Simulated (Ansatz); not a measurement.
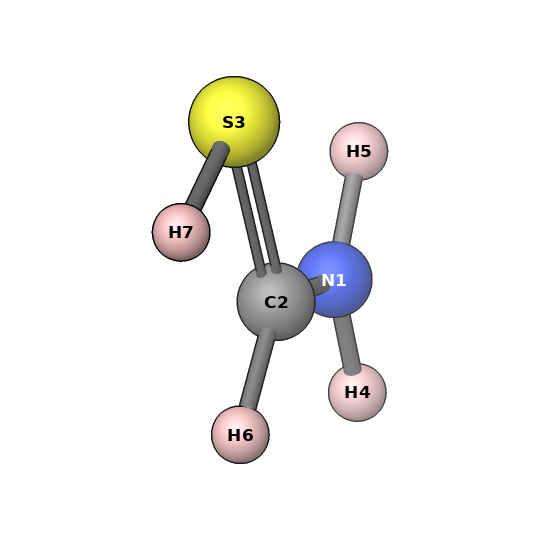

(Drawn from a calculation with Ansatz.)

N1 lies behind C2. The molecule seen a little off the C2–N1 bond, C2 in front. Atoms fade into the background with distance from the viewer. Charge +1, singlet. Geometry: moved along internal coordinates away from the minimum.

### What is the torsion angle S3–C2–N1–H4? The sign is positive where the front bond must turn clockwise to cover the back bond.

180°, antiperiplanar (anti).
